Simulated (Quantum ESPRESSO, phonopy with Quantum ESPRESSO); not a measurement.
# Grüneisen parameters and expansion of KF (Fm-3m), part 7 of 8

Which modes of KF drive its thermal expansion?

Experimental results on record:
- volume expansion coefficient 104.4 1e-6/K and heat capacity C_P per formula unit 49 J/mol/K near room temperature (given in “High-Throughput Prediction of Finite-Temperature Properties using the Quasi-Harmonic Approximation”, 2016, arXiv:1603.06924)
- volume expansion coefficient 95.1 1e-6/K near room temperature (given in “Descriptors for thermal expansion in solids”, 2017, arXiv:1701.03966)

Quantum ESPRESSO 7.5; DFT PBE+D3(BJ), scalar-relativistic, plane waves, GBRV ultrasoft pseudopotentials.

So far. Step 15 (Ground state at this cell, V/V0 0.985): The run ends at a pressure of 0.51 GPa. Step 17 (Born charges and dielectric tensor): The Born charges sum to zero within 0.0052 e; the rest is removed before use. Acoustic frequencies in this log differ from zero by the error of the sum rule, which ph.x does not impose.

### Step 18. Forces on a displaced cell

One atom (for the harmonic constants) or a pair of atoms (for the cubic ones) is moved by a few hundredths of an ångström; the forces on all atoms give a column of force constants. The threshold is tight because the forces are small.

System of this step: KF. Symmetry: Imm2, No. 44, orthorhombic system. The conventional cell has a = 7.503 Å, b = 10.611 Å, c = 7.503 Å, α = 90.00°, β = 90.00°, γ = 90.00°. Nearest to K lie 6 F at 2.64 to 2.67 Å. K has 6 F at 2.65 Å nearest. Nearest to K lie 6 F at 2.65 Å. F has 6 K at 2.65 Å nearest. Farther neighbours and most contacts between anions are not listed.

disp-00001.in reads:

```
 &control
    calculation='scf',
    prefix='x',
    outdir='./tmp',
    pseudo_dir='./pseudo',
    tprnfor=.true.,
    disk_io='none',
 /
 &system
    ibrav=0,
    nat=16,
    ntyp=2,
    ecutwfc=45.0,
    ecutrho=270.0,
    occupations='fixed',
    nbnd=66,
    vdw_corr='grimme-d3',
    dftd3_version=4,
    dftd3_threebody=.false.,
 /
 &electrons
    conv_thr=1.0d-11,
    mixing_beta=0.7,
    electron_maxstep=100,
 /
ATOMIC_SPECIES
 K      39.0983  K.upf
 F      18.9984  F.upf
CELL_PARAMETERS angstrom
     0.000000000    5.305412228    5.305412228
     5.305412228    0.000000000    5.305412228
     5.305412228    5.305412228    0.000000000
ATOMIC_POSITIONS crystal
 K      0.002665605   0.000000000   0.000000000
 K      0.500000000   0.000000000   0.000000000
 K      0.000000000   0.500000000   0.000000000
 K      0.500000000   0.500000000   0.000000000
 K      0.000000000   0.000000000   0.500000000
 K      0.500000000   0.000000000   0.500000000
 K      0.000000000   0.500000000   0.500000000
 K      0.500000000   0.500000000   0.500000000
 F      0.250000000   0.250000000   0.250000000
 F      0.750000000   0.250000000   0.250000000
 F      0.250000000   0.750000000   0.250000000
 F      0.750000000   0.750000000   0.250000000
 F      0.250000000   0.250000000   0.750000000
 F      0.750000000   0.250000000   0.750000000
 F      0.250000000   0.750000000   0.750000000
 F      0.750000000   0.750000000   0.750000000
K_POINTS automatic
 3 3 3 0 0 0
```

Launch:

```
> OMP_NUM_THREADS=1 mpirun -n 2 pw.x -nk 2 -in disp-00001.in > disp-00001.out
```

The program printed:

```text
[banner, memory and clock lines left out]
Program PWSCF v.7.5

     Message from routine setup:
     using ibrav=0 with symmetry is DISCOURAGED, use correct ibrav instead

     G-vector sticks info

     bravais-lattice index     =            0
     lattice parameter (alat)  =      14.1786  a.u.
     unit-cell volume          =    2015.5056 (a.u.)^3
     number of atoms/cell      =           16
     number of atomic types    =            2
     number of electrons       =       128.00
[...]
atom    1 type  1   force =     0.00000000   -0.00171089   -0.00171089
     atom    2 type  1   force =    -0.00000000    0.00054276    0.00054276
     atom    3 type  1   force =     0.00034802   -0.00007633    0.00019469
[...]
atom   15 type  2   force =     0.00000142    0.00006918    0.00006918
     atom   16 type  2   force =     0.00000176   -0.00004476   -0.00004476

     Total force =     0.002800     Total SCF correction =     0.000000
     Message from routine punch:
     Nothing written, as per user request (disk_io='none')
[key lines of the parts left out:]
!    total energy              =    -846.97077989 Ry
convergence has been achieved in  17 iterations
```

Wall time 1.9 min (2 MPI ranks of Intel Xeon Platinum 8375C at 2.90GHz (Ice Lake), shared host).

### Step 19. Phonons, V/V0 0.985

This step: DFT PBE+D3(BJ), scalar-relativistic, plane waves, GBRV ultrasoft pseudopotentials (phonopy with Quantum ESPRESSO 4.10.0 / 7.5).

It took 2 min on 4 threads; 7.8 min of CPU time.

Phonopy, LO-TO term from ph.x's tensors. The phonon branches at the labelled points (cm⁻¹):

| point | branch 1 | branch 2 | branch 3 | branch 4 | branch 5 | branch 6 |
| --- | --- | --- | --- | --- | --- | --- |
| Γ | 0 | 0 | 0 | 194 | 194 | 323 |
| X | 86 | 86 | 168 | 203 | 203 | 218 |
| U | 100 | 145 | 150 | 192 | 212 | 218 |
| jump to K | 100 | 145 | 149 | 192 | 212 | 218 |
| Γ | 0 | 0 | 0 | 194 | 194 | 323 |
| L | 120 | 120 | 178 | 178 | 202 | 264 |
| W | 133 | 133 | 140 | 188 | 215 | 215 |
| X | 86 | 86 | 168 | 203 | 203 | 218 |

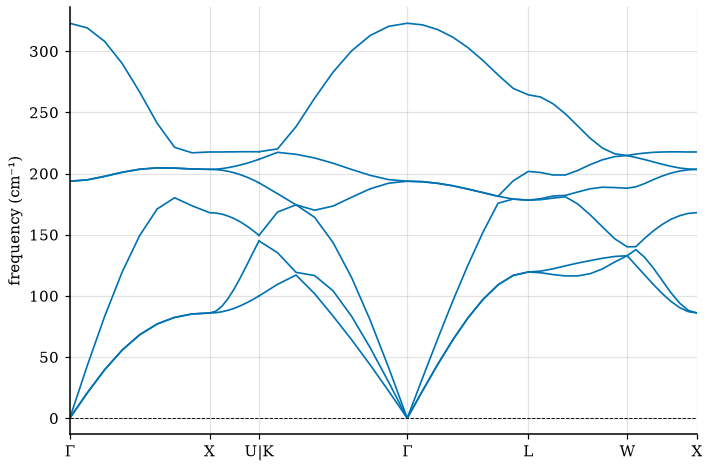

Phonon branches along the path.

No mode is imaginary beyond numerical noise along the path. The highest zone-centre mode (no LO–TO term) moved by +3.7 % for a volume change of -1.5 %.

The time given is that of the 2 pw.x runs on displaced cells behind this step.

### Step 20. Self-consistent run, V/V0 1.03

A tight ground state at this cell gives the energy of this member; its pressure is the stress at this cutoff, which can carry an offset from the finite basis.

This step: DFT PBE+D3(BJ), scalar-relativistic, plane waves, GBRV ultrasoft pseudopotentials (Quantum ESPRESSO 7.5).

System of this step: KF. Symmetry: Fm-3m, No. 225, cubic system. The conventional cell has a = 5.385 Å, b = 5.385 Å, c = 5.385 Å, α = 90.00°, β = 90.00°, γ = 90.00°. K has 6 F at 2.69 Å nearest. F has 6 K at 2.69 Å nearest. Farther neighbours and most contacts between anions are not listed.

scf.in reads:

```
 &control
    calculation='scf',
    prefix='x',
    outdir='./tmp',
    pseudo_dir='./pseudo',
    tprnfor=.true.,
    tstress=.true.,
 /
 &system
    ibrav=0,
    nat=2,
    ntyp=2,
    ecutwfc=45.0,
    ecutrho=270.0,
    occupations='fixed',
    nbnd=10,
    vdw_corr='grimme-d3',
    dftd3_version=4,
    dftd3_threebody=.false.,
 /
 &electrons
    conv_thr=1.0d-12,
    mixing_beta=0.7,
    electron_maxstep=100,
 /
ATOMIC_SPECIES
 K      39.0983  K.upf
 F      18.9984  F.upf
CELL_PARAMETERS angstrom
     0.000000000    2.692502632    2.692502632
     2.692502632    0.000000000    2.692502632
     2.692502632    2.692502632    0.000000000
ATOMIC_POSITIONS crystal
 K      0.000000000   0.000000000   0.000000000
 F      0.500000000   0.500000000   0.500000000
K_POINTS automatic
 8 8 8 0 0 0
```

Launch:

```
> OMP_NUM_THREADS=1 mpirun -n 4 pw.x -nk 4 -in scf.in > scf.out
```

The program printed:

```text
[banner, memory and clock lines left out]
Program PWSCF v.7.5

     Message from routine setup:
     using ibrav=0 with symmetry is DISCOURAGED, use correct ibrav instead

     G-vector sticks info

     bravais-lattice index     =            0
     lattice parameter (alat)  =       7.1956  a.u.
     unit-cell volume          =     263.4481 (a.u.)^3
     number of atoms/cell      =            2
     number of atomic types    =            2
     number of electrons       =        16.00
[...]
atom    2 type  2   force =    -0.00000000   -0.00000000   -0.00000000

     Total force =     0.000000     Total SCF correction =     0.000000

     Computing stress (Cartesian axis) and pressure

          total   stress  (Ry/bohr**3)                   (kbar)     P=       -9.36
  -0.00006361   0.00000000   0.00000000           -9.36        0.00        0.00
   0.00000000  -0.00006361   0.00000000            0.00       -9.36        0.00
   0.00000000   0.00000000  -0.00006361            0.00        0.00       -9.36

     XML data file, charge density, pseudopotentials, collected wavefunctions
[key lines of the parts left out:]
!    total energy              =    -105.87137505 Ry
convergence has been achieved in  14 iterations
```

It took 3.9 s on 4 MPI ranks.

The run ends at a pressure of -0.94 GPa.

### Step 21. Ph1.030 field d3hess

d3hess.in reads:

```
 &input
    prefix='x',
    outdir='./tmp',
    step=0.001,
 /
```

Launch:

```
> d3hess.x -in d3hess.in > d3hess.out
```

The program printed:

```text
[banner, memory and clock lines left out]
Program d3hess v.7.5

     ./tmp/x.save/

     IMPORTANT: XC functional enforced from input :
     Exchange-correlation= PBE
                           (   1   4   3   4   0   0   0)
     Any further DFT definition will be discarded
     Please, verify this is what you really want

     G-vector sticks info

     Differentiation step:           0.001000000000
     DFT-D3 version:    4
     DFT-D3 threebody: F
     Using a general (and memory consuming) algorithm for any q

 |G(force)| =   2.5774494207359243E-003  supercell gradient
[...]
|H(unit cell)| =   1.2327105086166278E-007
     Displacement step:    2   3  -1

 |G(force)| =   2.5775341471670874E-003  supercell gradient
 |G(force)| =   5.8621440771202906E-008  supercell gradient for atoms in the unit cell
 |G(force)| =   5.8621440771202906E-008  unit cell gradient
     Displacement step:    2   3   1

 |G(force)| =   2.5775289826908653E-003  supercell gradient
 |G(force)| =   7.0680557171574998E-008  supercell gradient for atoms in the unit cell
 |G(force)| =   7.0680557171574998E-008  unit cell gradient
 |H(unit cell)| =   1.2327105086161114E-007

     Writing Hessian on file: ./tmp/x.hess

Note: The following floating-point exceptions are signalling: IEEE_UNDERFLOW_FLAG
```

It took 2 s on 1 thread.

### Step 22. Zone-centre response

In a polar crystal the Born charges and ε∞ give the long-range dipole term that a finite supercell misses. They are those of this k-mesh and were not tested on a denser one; where the gap is small they converge slowly, and the LO modes with them.

ph.in reads:

```
phonons
 &inputph
    prefix='x',
    outdir='./tmp',
    fildyn='x.dyn',
    tr2_ph=1.0d-18,
    epsil=.true.,
 /
0.000000000 0.000000000 0.000000000
```

scf.in is that of step 20.

Launch:

```
> OMP_NUM_THREADS=1 mpirun -n 4 ph.x -nk 4 -in ph.in > ph.out
```

The program printed:

```text
[banner, memory and clock lines left out]
Program PHONON v.7.5

     ./tmp/x.save/

     IMPORTANT: XC functional enforced from input :
     Exchange-correlation= PBE
                           (   1   4   3   4   0   0   0)
     Any further DFT definition will be discarded
     Please, verify this is what you really want

     G-vector sticks info

     Reading collected, re-writing distributed wavefunctions in ./tmp/

     Number and degeneracy of irreps per q-point
       N         xq(1)         xq(2)         xq(3)   N irreps
[...]
freq (    1) =      -0.089553 [THz] =      -2.987176 [cm-1]
     freq (    2) =      -0.089553 [THz] =      -2.987176 [cm-1]
     freq (    3) =      -0.089553 [THz] =      -2.987176 [cm-1]
     freq (    4) =       5.203676 [THz] =     173.575954 [cm-1]
     freq (    5) =       5.203676 [THz] =     173.575954 [cm-1]
     freq (    6) =       5.203676 [THz] =     173.575954 [cm-1]
 **************************************************************************

     Mode symmetry, O_h (m-3m)  point group:

     freq (   1-   3) =         -3.0  [cm-1]   --> T_1u G_15  G_4- I
     freq (   4-   6) =        173.6  [cm-1]   --> T_1u G_15  G_4- I
```

It took 31 s on 4 MPI ranks; 2.1 min of CPU time.

The Born charges sum to zero within 0.0052 e; the rest is removed before use. Acoustic frequencies in this log differ from zero by the error of the sum rule, which ph.x does not impose.

### Step 23. Forces on a displaced cell

One atom (for the harmonic constants) or a pair of atoms (for the cubic ones) is moved by a few hundredths of an ångström; the forces on all atoms give a column of force constants. The threshold is tight because the forces are small.

System of this step: KF. Symmetry: Imm2, No. 44, orthorhombic system. The conventional cell has a = 7.616 Å, b = 10.770 Å, c = 7.616 Å, α = 90.00°, β = 90.00°, γ = 90.00°. Nearest to K lie 6 F at 2.68 to 2.71 Å. K has 6 F at 2.69 Å nearest. Nearest to K lie 6 F at 2.69 Å. Nearest to F lie 6 K at 2.69 Å. Farther neighbours and most contacts between anions are not listed.

Edit disp-00001.in of step 18 so:

```diff
@@ -29,7 +29,7 @@
 CELL_PARAMETERS angstrom
-     0.000000000    5.305412228    5.305412228
-     5.305412228    0.000000000    5.305412228
-     5.305412228    5.305412228    0.000000000
+     0.000000000    5.385005263    5.385005263
+     5.385005263    0.000000000    5.385005263
+     5.385005263    5.385005263    0.000000000
 ATOMIC_POSITIONS crystal
- K      0.002665605   0.000000000   0.000000000
+ K      0.002626206   0.000000000   0.000000000
  K      0.500000000   0.000000000   0.000000000
```

Launch:

```
> OMP_NUM_THREADS=1 mpirun -n 2 pw.x -nk 2 -in disp-00001.in > disp-00001.out
```

The program printed:

```text
[banner, memory and clock lines left out]
Program PWSCF v.7.5

     Message from routine setup:
     using ibrav=0 with symmetry is DISCOURAGED, use correct ibrav instead

     G-vector sticks info

     bravais-lattice index     =            0
     lattice parameter (alat)  =      14.3913  a.u.
     unit-cell volume          =    2107.5845 (a.u.)^3
     number of atoms/cell      =           16
     number of atomic types    =            2
     number of electrons       =       128.00
[...]
atom    1 type  1   force =    -0.00000000   -0.00147296   -0.00147296
     atom    2 type  1   force =     0.00000000    0.00051056    0.00051056
     atom    3 type  1   force =     0.00033016   -0.00007140    0.00018079
[...]
atom   15 type  2   force =     0.00000071    0.00008031    0.00008031
     atom   16 type  2   force =     0.00000165   -0.00004343   -0.00004343

     Total force =     0.002424     Total SCF correction =     0.000000
     Message from routine punch:
     Nothing written, as per user request (disk_io='none')
[key lines of the parts left out:]
!    total energy              =    -846.97093484 Ry
convergence has been achieved in  16 iterations
```

It took 2 min on 2 MPI ranks.

### Step 24. Phonons, V/V0 1.03

This step: DFT PBE+D3(BJ), scalar-relativistic, plane waves, GBRV ultrasoft pseudopotentials (phonopy with Quantum ESPRESSO 4.10.0 / 7.5).

It took 2 min on 4 threads.

No mode is imaginary beyond numerical noise along the path. The highest zone-centre mode (no LO–TO term) moved by -7.1 % for a volume change of +3.0 %.

The time given is that of the 2 pw.x runs on displaced cells behind this step.

### Step 25. Ground state at this cell, V/V0 0.97

A tight ground state at this cell gives the energy of this member; its pressure is the stress at this cutoff, which can carry an offset from the finite basis.

This step: DFT PBE+D3(BJ), scalar-relativistic, plane waves, GBRV ultrasoft pseudopotentials (Quantum ESPRESSO 7.5).

System of this step: KF. Symmetry: Fm-3m, No. 225, cubic system. The conventional cell has a = 5.278 Å, b = 5.278 Å, c = 5.278 Å, α = 90.00°, β = 90.00°, γ = 90.00°. Nearest to K lie 6 F at 2.64 Å. Nearest to F lie 6 K at 2.64 Å. Farther neighbours and most contacts between anions are not listed.

Edit scf.in of step 22 so:

```diff
@@ -29,5 +29,5 @@
 CELL_PARAMETERS angstrom
-     0.000000000    2.692502632    2.692502632
-     2.692502632    0.000000000    2.692502632
-     2.692502632    2.692502632    0.000000000
+     0.000000000    2.639171664    2.639171664
+     2.639171664    0.000000000    2.639171664
+     2.639171664    2.639171664    0.000000000
 ATOMIC_POSITIONS crystal
```

Launch:

```
> OMP_NUM_THREADS=1 mpirun -n 4 pw.x -nk 4 -in scf.in > scf.out
```

The program printed:

```text
[banner, memory and clock lines left out]
Program PWSCF v.7.5

     Message from routine setup:
     using ibrav=0 with symmetry is DISCOURAGED, use correct ibrav instead

     G-vector sticks info

     bravais-lattice index     =            0
     lattice parameter (alat)  =       7.0531  a.u.
     unit-cell volume          =     248.1016 (a.u.)^3
     number of atoms/cell      =            2
     number of atomic types    =            2
     number of electrons       =        16.00
[...]
atom    2 type  2   force =     0.00000000    0.00000000   -0.00000000

     Total force =     0.000000     Total SCF correction =     0.000000

     Computing stress (Cartesian axis) and pressure

          total   stress  (Ry/bohr**3)                   (kbar)     P=       10.75
   0.00007306   0.00000000   0.00000000           10.75        0.00        0.00
   0.00000000   0.00007306   0.00000000            0.00       10.75        0.00
   0.00000000   0.00000000   0.00007306            0.00        0.00       10.75

     XML data file, charge density, pseudopotentials, collected wavefunctions
[key lines of the parts left out:]
!    total energy              =    -105.87107269 Ry
convergence has been achieved in  12 iterations
```

It took 3.7 s on 4 MPI ranks; 14 s of CPU time.

The run ends at a pressure of 1.07 GPa.

### Step 26. Ph0.970 field d3hess

d3hess.in is that of step 21.

Launch:

```
> d3hess.x -in d3hess.in > d3hess.out
```

The program printed:

```text
[banner, memory and clock lines left out]
Program d3hess v.7.5

     ./tmp/x.save/

     IMPORTANT: XC functional enforced from input :
     Exchange-correlation= PBE
                           (   1   4   3   4   0   0   0)
     Any further DFT definition will be discarded
     Please, verify this is what you really want

     G-vector sticks info

     Differentiation step:           0.001000000000
     DFT-D3 version:    4
     DFT-D3 threebody: F
     Using a general (and memory consuming) algorithm for any q

 |G(force)| =   2.7975954050337855E-003  supercell gradient
[...]
|H(unit cell)| =   1.3751636699780736E-007
     Displacement step:    2   3  -1

 |G(force)| =   2.7976762061966373E-003  supercell gradient
 |G(force)| =   6.5728657995984663E-008  supercell gradient for atoms in the unit cell
 |G(force)| =   6.5728657995984663E-008  unit cell gradient
     Displacement step:    2   3   1

 |G(force)| =   2.7976932926329079E-003  supercell gradient
 |G(force)| =   7.7851615210292983E-008  supercell gradient for atoms in the unit cell
 |G(force)| =   7.7851615210292983E-008  unit cell gradient
 |H(unit cell)| =   1.3751636699930573E-007

     Writing Hessian on file: ./tmp/x.hess

Note: The following floating-point exceptions are signalling: IEEE_UNDERFLOW_FLAG
```

The job ended after 2 s (1 thread).

### Step 27. Zone-centre response

In a polar crystal the Born charges and ε∞ give the long-range dipole term that a finite supercell misses. They are those of this k-mesh and were not tested on a denser one; where the gap is small they converge slowly, and the LO modes with them.

ph.in is that of step 22.

scf.in is that of step 25.

Launch:

```
> OMP_NUM_THREADS=1 mpirun -n 4 ph.x -nk 4 -in ph.in > ph.out
```

The program printed:

```text
[banner, memory and clock lines left out]
Program PHONON v.7.5

     ./tmp/x.save/

     IMPORTANT: XC functional enforced from input :
     Exchange-correlation= PBE
                           (   1   4   3   4   0   0   0)
     Any further DFT definition will be discarded
     Please, verify this is what you really want

     G-vector sticks info

     Reading collected, re-writing distributed wavefunctions in ./tmp/

     Number and degeneracy of irreps per q-point
       N         xq(1)         xq(2)         xq(3)   N irreps
[...]
freq (    1) =      -0.104995 [THz] =      -3.502263 [cm-1]
     freq (    2) =      -0.104995 [THz] =      -3.502263 [cm-1]
     freq (    3) =      -0.104995 [THz] =      -3.502263 [cm-1]
     freq (    4) =       6.017247 [THz] =     200.713740 [cm-1]
     freq (    5) =       6.017247 [THz] =     200.713740 [cm-1]
     freq (    6) =       6.017247 [THz] =     200.713740 [cm-1]
 **************************************************************************

     Mode symmetry, O_h (m-3m)  point group:

     freq (   1-   3) =         -3.5  [cm-1]   --> T_1u G_15  G_4- I
     freq (   4-   6) =        200.7  [cm-1]   --> T_1u G_15  G_4- I
```

It took 31 s on 4 MPI ranks; 2 min of CPU time.

ε∞:

```
2.01 0.00 0.00
0.00 2.01 0.00
0.00 0.00 2.01
```

The Born charges sum to zero within 0.0052 e; the rest is removed before use. Acoustic frequencies in this log differ from zero by the error of the sum rule, which ph.x does not impose.

[end of part 7 of 8]

[Logs are printed without paths, hosts, clocks, repeated set-up lines and the standing remarks that a program may print on its own settings, such as how far it seeks lower states.]

[Hosts, paths, dates, database ids (printed as entryN), source tags and the programs' standing remarks are cut or masked in the printed files.]

[A step with changed settings may run another functional than the one named; its input shows which.]

[Of the runs on displaced cells, only some may be shown.]
